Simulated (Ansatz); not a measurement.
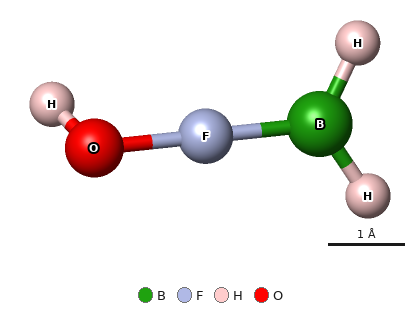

**Figure 1.** The input geometry (ball-and-stick view, seen at a tilt).

# Run report: BH₃OF, geometry relaxation (part 1 of 2)

The run: geometry relaxation of BH₃OF, multiplicity 2. Method and program: UKS revPBE-D4/def2-SVP (Ansatz 0.2.0).

The input holds or restrains some coordinates. Forces given for the steps count only the free coordinates. It belongs to a series of runs on one base structure; here: pulled along the bonds that form and break, towards end A.

## The input
```yaml
crystal:
  periodic: [false, false, false]
  atoms:
    - { symbol: B, position_ang: [0.0, 0.0, 0.0] }
    - { symbol: F, position_ang: [0.0, 0.0, 1.57] }
    - { symbol: H, position_ang: [1.0305, 0.0, -0.595] }
    - { symbol: H, position_ang: [-1.0305, 0.0, -0.595] }
    - { symbol: O, position_ang: [0.0, 0.0, 3.1] }
    - { symbol: H, position_ang: [-0.5144, -0.8011, 3.4371] }
magnetization:
  spin_polarized: true
  initial_magnetization: 1
basis:
  gaussian: { orbitals: def2-SVP }
hamiltonian:
  xc: revpbe
  dispersion: d4
relax:
  f_tol: 0.15
  max_steps: 25
  restrain:
    - { distance: [1, 4], at: 2.43, k: 30.0 }
    - { distance: [0, 1], at: 1.32, k: 30.0 }
output:
  orbitals: {}
```

Run on 1 thread of Intel Xeon (Granite Rapids), 32 GiB of memory available, shared host.

Command:
```bash
ansatz run input.yaml --threads 1 --pin off --max-ram 2048MiB --backend cpu --events-out ev --progress --plain --runs-dir out
```

## What the program printed
```
The last accepted step is kept in [file] (removed where the run ends without a failure and the disk answers)
Engine: ansatz 0.2.0, x86_64-unknown-linux-gnu
Functional definition: revPBE
  parameter kappa = 1.245
  parameter beta = 0.06672455060314922
  exchange = pbe_x(kappa = kappa, mu = beta*pi^2/3)
  correlation = pbe_c(beta = beta)
619 factors; their error is unknown
mean field evaluation 1: about -5474.1358 eV, gradient 3.0e1 eV
mean field evaluation 2: about -5390.6006 eV, gradient 1.1e2 eV
mean field evaluation 4: about -5477.4627 eV, gradient 5.9e0 eV
mean field evaluation 8: about -5477.6098 eV, gradient 1.7e-1 eV
mean field evaluation 16: about -5477.5870 eV, gradient 5.3e-5 eV
mean field -5477.58698027 eV, -201.2976086832 hartree, gradient 1.3e-5 eV, S^2 0.752467; 1 other end points of the search recorded, 0 dependent functions left out
the calculation of the forces begins
reference -5477.58701766 eV, -201.2976100572 hartree; 13, 12 occupied and 44, 45 virtual orbitals, 619 factors
relax step   1: F+E_penalty+E_count = -5477.74828154 eV  Δ(F+E_penalty+E_count) = +0.000e0 eV  max|allowed force component| = 1.267e1 eV/Å  E_restraint = 13.08750000 eV  max|allowed force component, restraints' pulls added| = 4.717e1 eV/Å  Δτ_max = 0.0000 Å  (42 SCF iters, accepted)
  distance F 1 - O 4 = 1.5300 Å
  distance B 0 - F 1 = 1.5700 Å
these checks for a lower state are left out or cut short: starts, cluster_reference, orbital_swaps, neighbouring_geometries, increment
619 factors; their error is unknown
mean field -5480.33260769 eV, -201.3985086296 hartree, gradient 1.8e-5 eV, S^2 0.751777; 0 other end points of the search recorded, 0 dependent functions left out
[... from here on the field's lines of each further geometry are left out, up to the last ...]
relax step   2: F+E_penalty+E_count = -5480.48739100 eV  Δ(F+E_penalty+E_count) = -2.739e0 eV  max|allowed force component| = 4.573e0 eV/Å  E_restraint = 4.07424088 eV  max|allowed force component, restraints' pulls added| = 2.250e1 eV/Å  Δτ_max = 0.1949 Å  (37 SCF iters, accepted)
relax step   3: F+E_penalty+E_count = -5480.94081739 eV  Δ(F+E_penalty+E_count) = -4.534e-1 eV  max|allowed force component| = 3.007e0 eV/Å  E_restraint = 0.44235810 eV  max|allowed force component, restraints' pulls added| = 5.488e0 eV/Å  Δτ_max = 0.1949 Å  (42 SCF iters, accepted)
relax step   4: F+E_penalty+E_count = -5481.14591463 eV  Δ(F+E_penalty+E_count) = -2.051e-1 eV  max|allowed force component| = 2.532e-1 eV/Å  E_restraint = 0.00443571 eV  max|allowed force component, restraints' pulls added| = 3.716e-1 eV/Å  Δτ_max = 0.1716 Å  (84 SCF iters, accepted)
relax step   5: F+E_penalty+E_count = -5481.14954680 eV  Δ(F+E_penalty+E_count) = -3.632e-3 eV  max|allowed force component| = 3.062e-1 eV/Å  E_restraint = 0.00306865 eV  max|allowed force component, restraints' pulls added| = 1.836e-1 eV/Å  Δτ_max = 0.0905 Å  (71 SCF iters, accepted)
relax step   6: F+E_penalty+E_count = -5481.15184399 eV  Δ(F+E_penalty+E_count) = -2.297e-3 eV  max|allowed force component| = 3.066e-1 eV/Å  E_restraint = 0.00213022 eV  max|allowed force component, restraints' pulls added| = 6.689e-2 eV/Å  Δτ_max = 0.0677 Å  (69 SCF iters, accepted)
relax step   7: F+E_penalty+E_count = -5481.16311274 eV  Δ(F+E_penalty+E_count) = -1.127e-2 eV  max|allowed force component| = 4.681e-1 eV/Å  E_restraint = 0.01797529 eV  max|allowed force component, restraints' pulls added| = 7.329e-1 eV/Å  Δτ_max = 0.1961 Å  (70 SCF iters, rejected (line search))
relax step   8: F+E_penalty+E_count = -5481.15685435 eV  Δ(F+E_penalty+E_count) = -5.010e-3 eV  max|allowed force component| = 2.669e-1 eV/Å  E_restraint = 0.00444932 eV  max|allowed force component, restraints' pulls added| = 1.914e-1 eV/Å  Δτ_max = 0.0938 Å  (71 SCF iters, accepted)
relax step   9: F+E_penalty+E_count = -5481.16282608 eV  Δ(F+E_penalty+E_count) = -5.972e-3 eV  max|allowed force component| = 2.592e-1 eV/Å  E_restraint = 0.00409911 eV  max|allowed force component, restraints' pulls added| = 2.274e-1 eV/Å  Δτ_max = 0.1000 Å  (67 SCF iters, accepted)
relax step  10: F+E_penalty+E_count = -5481.16794894 eV  Δ(F+E_penalty+E_count) = -5.123e-3 eV  max|allowed force component| = 2.442e-1 eV/Å  E_restraint = 0.00270400 eV  max|allowed force component, restraints' pulls added| = 1.132e-1 eV/Å  Δτ_max = 0.0962 Å  (68 SCF iters, accepted)
relax step  11: F+E_penalty+E_count = -5481.18226094 eV  Δ(F+E_penalty+E_count) = -1.431e-2 eV  max|allowed force component| = 4.668e-1 eV/Å  E_restraint = 0.01818353 eV  max|allowed force component, restraints' pulls added| = 6.281e-1 eV/Å  Δτ_max = 0.1950 Å  (52 SCF iters, rejected (line search))
relax step  12: F+E_penalty+E_count = -5481.17330760 eV  Δ(F+E_penalty+E_count) = -5.359e-3 eV  max|allowed force component| = 2.889e-1 eV/Å  E_restraint = 0.00167807 eV  max|allowed force component, restraints' pulls added| = 1.514e-1 eV/Å  Δτ_max = 0.0927 Å  (68 SCF iters, accepted)
relax step  13: F+E_penalty+E_count = -5481.17530907 eV  Δ(F+E_penalty+E_count) = -2.001e-3 eV  max|allowed force component| = 3.565e-1 eV/Å  E_restraint = 0.00638956 eV  max|allowed force component, restraints' pulls added| = 5.313e-1 eV/Å  Δτ_max = 0.0975 Å  (71 SCF iters, rejected (line search))
relax step  14: F+E_penalty+E_count = -5481.17859246 eV  Δ(F+E_penalty+E_count) = -5.285e-3 eV  max|allowed force component| = 2.747e-1 eV/Å  E_restraint = 0.00296217 eV  max|allowed force component, restraints' pulls added| = 1.109e-1 eV/Å  Δτ_max = 0.0469 Å  (46 SCF iters, accepted)
relax step  15: F+E_penalty+E_count = -5481.18335994 eV  Δ(F+E_penalty+E_count) = -4.767e-3 eV  max|allowed force component| = 2.168e-1 eV/Å  E_restraint = 0.00424283 eV  max|allowed force component, restraints' pulls added| = 1.524e-1 eV/Å  Δτ_max = 0.0488 Å  (47 SCF iters, accepted)
relax step  16: F+E_penalty+E_count = -5481.18993714 eV  Δ(F+E_penalty+E_count) = -6.577e-3 eV  max|allowed force component| = 2.112e-1 eV/Å  E_restraint = 0.00478584 eV  max|allowed force component, restraints' pulls added| = 2.099e-1 eV/Å  Δτ_max = 0.0750 Å  (72 SCF iters, accepted)
the calculation of the forces begins
reference -5481.05320712 eV, -201.4249901704 hartree; 13, 12 occupied and 44, 45 virtual orbitals, 619 factors
relax step  17: F+E_penalty+E_count = -5481.20065303 eV  Δ(F+E_penalty+E_count) = -1.072e-2 eV  max|allowed force component| = 2.030e-1 eV/Å  E_restraint = 0.00403374 eV  max|allowed force component, restraints' pulls added| = 1.387e-1 eV/Å  Δτ_max = 0.1125 Å  (50 SCF iters, accepted)
  distance F 1 - O 4 = 2.4401 Å
  distance B 0 - F 1 = 1.3329 Å
619 factors; their error is unknown
mean field evaluation 256: about -5476.7350 eV, gradient 3.5e1 eV
mean field evaluation 288: about -5481.0414 eV, gradient 1.5e0 eV
```

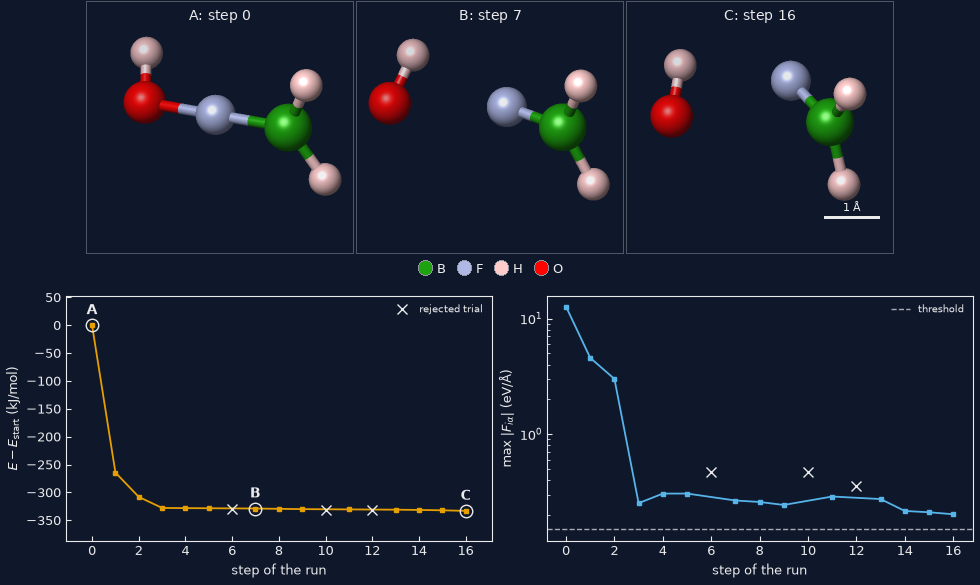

**Figure 2.** Frames of the restrained relaxation (ball-and-stick view, seen at a tilt) above the curves, on which the letters mark them (the first geometry is step 0 here and step 1 in the log).

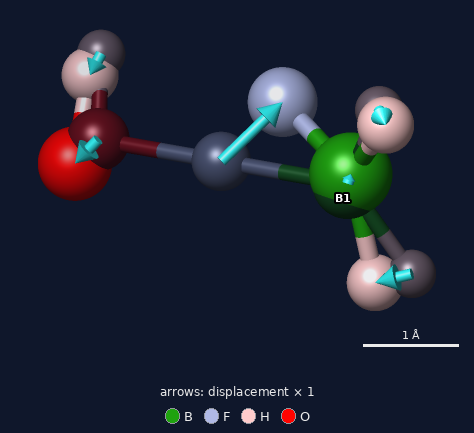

**Figure 3.** Start (faint) and end (solid) with the displacements as teal arrows, at true length (ball-and-stick view, seen at a tilt). The two geometries are laid on each other by the best rigid fit. Over 16 geometry steps the energy falls by 333.1 kJ/mol. The largest force component goes from 13 to 0.2 eV/Å. The line search rejected the trial steps at points 6, 10, 12 (counted from 0) and went back. F2 moves most after the best rigid fit: 0.90 Å. Largest moves by element: F 0.90 Å, H 0.41 Å, O 0.37 Å, B 0.11 Å. Among the contacts that change: F2–O5 1.530 → 2.440 Å, B1–F2 1.570 → 1.333 Å, B1–H3 1.190 → 1.220 Å, O5–H6 1.010 → 0.991 Å. Among the angles that change: H3–B1–H4 120.0° → 124.8°, F2–B1–H4 120.0° → 117.0°. (Atoms are counted from 1 in the order of the input.)

```
mean field -5481.05317127 eV, -201.4249888527 hartree, gradient 2.3e-6 eV, S^2 0.751707; 4 other end points of the search recorded, 0 dependent functions left out
the calculation of the forces begins
reference -5481.05320712 eV, -201.4249901704 hartree; 13, 12 occupied and 44, 45 virtual orbitals, 619 factors
Total energy: -5481.20068889 eV, -201.4304100254 hartree
Atom 0 at    -0.066745    -0.050776    -0.013249 Å, force     0.058412     0.134847    -0.190501 eV/Å
Atom 1 at    -0.404889    -0.669994     1.117611 Å, force    -0.112717    -0.202993    -0.086551 eV/Å
Atom 2 at     1.114112     0.183955    -0.211319 Å, force    -0.064508    -0.019631     0.039044 eV/Å
Atom 3 at    -0.971660     0.226567    -0.786130 Å, force     0.050315    -0.008989     0.049941 eV/Å
Atom 4 at     0.208398     0.141835     3.335500 Å, force    -0.013515    -0.006116     0.196855 eV/Å
Atom 5 at    -0.393617    -0.632686     3.474687 Å, force     0.082012     0.102880    -0.008788 eV/Å
Dipole moment:    -0.178631    -0.215652    -0.081917 e Å
```

## Trajectory as extended XYZ (Å, eV, eV/Å), 17 frames, from step=1 to step=17
```
6
Properties=species:S:1:pos:R:3:forces:R:3 step=1 energy=-5477.74828
B     0.0000    0.0000    0.0000   -0.0371   0.0011   2.4659
F     0.0000    0.0000    1.5700   -0.0785  -0.1412 -12.6728
H     1.0305    0.0000   -0.5950    0.7323   0.0287   0.1984
H    -1.0305    0.0000   -0.5950   -0.7409  -0.0580   0.1756
O     0.0000    0.0000    3.1000   -0.1773  -0.4739  10.5037
H    -0.5144   -0.8011    3.4371    0.3015   0.6432  -0.6709
6
Properties=species:S:1:pos:R:3:forces:R:3 step=2 energy=-5480.48739
B    -0.0003    0.0003   -0.0238    0.0336   0.0498   2.1700
F     0.0050    0.0076    1.3792   -0.0525  -0.1091  -4.5728
H     1.0454    0.0007   -0.5940    0.6154  -0.0011  -0.0754
H    -1.0458   -0.0014   -0.5942   -0.6368  -0.0170  -0.0654
O     0.0074    0.0069    3.2947   -0.0479  -0.0875   2.7340
H    -0.5261   -0.8152    3.4553    0.0882   0.1649  -0.1905
6
Properties=species:S:1:pos:R:3:forces:R:3 step=3 energy=-5480.94082
B     0.0005    0.0034   -0.0434    0.0115   0.0047  -2.9388
F     0.0013    0.0014    1.2221   -0.0167  -0.0420   3.0065
H     1.0603   -0.0005   -0.6012    0.4719   0.0088  -0.3390
H    -1.0603   -0.0008   -0.6010   -0.4761   0.0046  -0.3323
O     0.0130    0.0189    3.4891   -0.3066  -0.4752   0.6020
H    -0.5292   -0.8235    3.4515    0.3161   0.4990   0.0016
```
